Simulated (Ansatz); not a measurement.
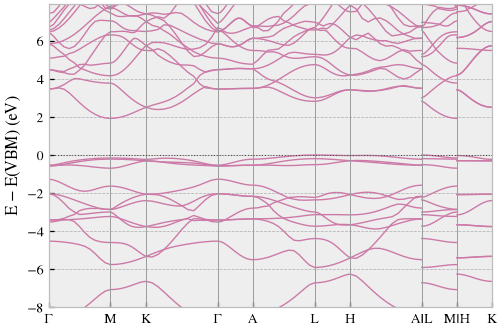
Figure: Band structure from r²SCAN in the plane-wave PAW code Ansatz

**Question.** Read off the gap and where the band edges lie.

**Answer.** About 1.9 eV (1.92 eV by a search for the band edges); maximum at L, minimum at M.

The material is BaMg₂FeH₈ in space group P-3m1 (No. 164; Pearson symbol hP12).

The first step of the workflow began from a Materials Project structure, measured or hypothetical; the Crystallography Open Database copy checked does not list it. Its standing as an ambient phase is unchecked. The cell was relaxed with r²SCAN under the symmetry of its start; its stability against distortions is not shown here. The run is not spin-polarised. Scalar-relativistic: spin–orbit coupling is off unless named, which matters more the heavier the elements.

Potentials: the later of the program's two PAW sets.
